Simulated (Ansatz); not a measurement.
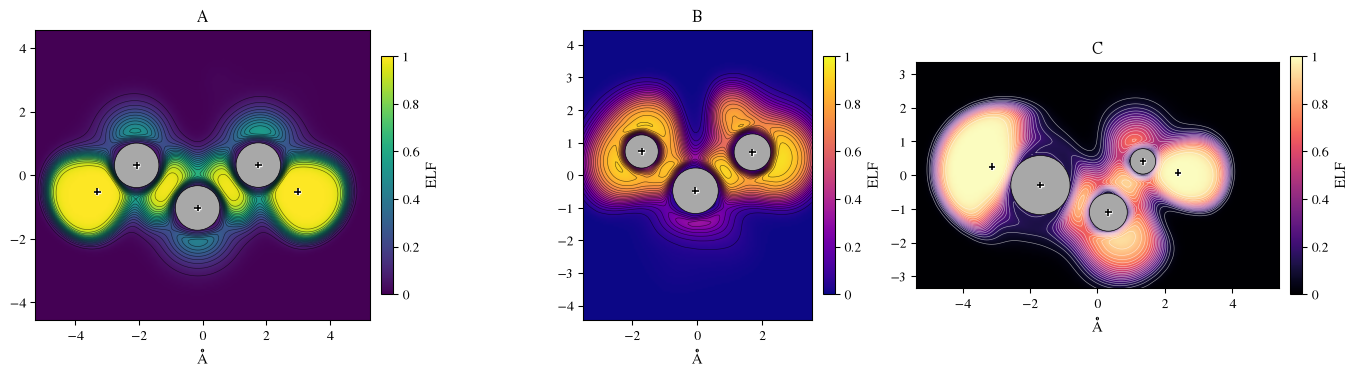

The electron localisation function of 3 systems, each on a plane through atoms (crosses mark nuclei in the plane; grey discs cover the cores).

The calculation used Ansatz, RKS PBE0-D4/def2-TZVPP.

System 1: Cl2H2S2Si (SMILES S[Si](S)(Cl)Cl), the plane of atoms S1, Si2 and Cl5. Geometry: PBE0-D4/def2-TZVP.

```xyz
7

S    -1.5681    0.4386    1.2027
Si    0.0194    0.0251   -0.1256
S     1.3874   -1.1095    1.0132
Cl   -0.5518   -1.0366   -1.7774
Cl    0.8006    1.7769   -0.8347
H    -1.9380    1.5504    0.5435
H     1.9119   -1.7128   -0.0677
```

System 2: CH4SZn (SMILES C[S][ZnH]), the plane of atoms S2, C1 and H6. Geometry: PBE0-D4/def2-TZVP.

| atom | x (Å) | y (Å) | z (Å) |
| --- | --- | --- | --- |
| C | -0.9216 | 0.6085 | -0.2830 |
| S | -0.1872 | 0.0307 | 1.2845 |
| Zn | 1.5703 | -1.0462 | 0.6071 |
| H | -1.2283 | -0.2232 | -0.9157 |
| H | -0.2437 | 1.2606 | -0.8322 |
| H | -1.8086 | 1.1827 | -0.0158 |
| H | 2.8191 | -1.8131 | 0.1549 |

System 3: H10Si4, the plane of atoms Si2, Si3 and H11. Geometry: PBE0-D4/def2-TZVP.

```xyz
14

Si   -0.4215    2.1022    1.0071
Si   -1.5653    0.1677    0.3609
Si   -0.3109   -0.9996   -1.2303
Si    1.8062   -1.4881   -0.3657
H    -1.2167    2.9003    1.9787
H     0.8725    1.7303    1.6401
H    -0.1386    2.9451   -0.1858
H    -1.7713   -0.7027    1.5529
H    -2.9028    0.5289   -0.1881
H    -0.1613   -0.1547   -2.4488
H    -1.0026   -2.2606   -1.6206
H     2.6125   -2.2843   -1.3296
H     2.5294   -0.2224   -0.0687
H     1.6704   -2.2620    0.8978
```

Q: Which map belongs to which system?

A: Panel A is system 3, H10Si4: the plane holds Si and H. Si–Si (2.34 Å): the ELF peaks at about 1 between the atoms; a shared electron pair. Panel B is system 1, Cl2H2S2Si: the plane holds S, Si and Cl. Si–Cl (2.04 Å): the ELF peaks at about 0.85 between the atoms (a shared but strongly polarised pair). Panel C is system 2, CH4SZn: the plane holds C, S, Zn and H. C–S (1.82 Å): the ELF peaks at about 0.90 between the atoms (a shared electron pair).
